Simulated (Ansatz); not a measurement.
**Ligand exchange: C2H5FZn + GeH3(NH2) → C2H7NZn + GeH3F**

Species: C2H5FZn `C[CH2][Zn][F]`, singlet; GeH3(NH2), singlet; C2H7NZn `C[CH2][Zn][NH2]`, singlet; GeH3F (fluorogermane) `[F][GeH3]`, singlet. The partners trade F for NH2: Zn–F and Ge–NH2 bonds give way to Zn–NH2 and Ge–F.

Shapes, held fixed at every level: PBE0-D4/def2-TZVP. Programs: Ansatz 0.2.0. The zero-point and thermal change to 298 K, harmonic and unscaled (PBE0-D4/def2-TZVP), is -1.9 kJ/mol.

```
               level                    kind  ΔH(298 K) (kJ/mol)  CPU time (sum over the molecules)
         HF/def2-SVP            Hartree–Fock               +21.7                                  –
       HF/def2-TZVPP            Hartree–Fock               +16.3                                  –
r2SCAN-D4/def2-TZVPP                meta-GGA               +11.9                               54 s
 B3LYP-D4/def2-TZVPP           global hybrid               +12.6                               49 s
 BHLYP-D4/def2-TZVPP           global hybrid               +13.5                               32 s
  PBE0-D4/def2-TZVPP           global hybrid               +13.6                               31 s
  wB97X-V/def2-TZVPP  range-separated hybrid               +12.1                               83 s
  wB97M-V/def2-TZVPP  range-separated hybrid               +11.0                              2 min
```

wB97M-V/def2-TZVPP gives ΔH(298 K) = +11.0 kJ/mol; the levels span +11.0 to +21.7. The median of the levels is +13.1. No measured value is set beside it here. Relativity is left out for Ge, Zn unless named. Times are processor times on shared x86 and Arm servers, and rough.

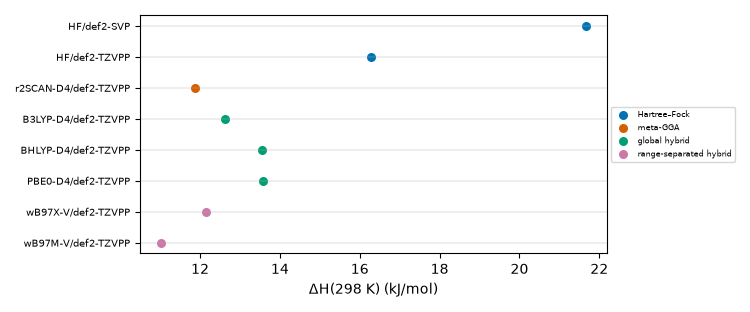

The values of the table, level by level.
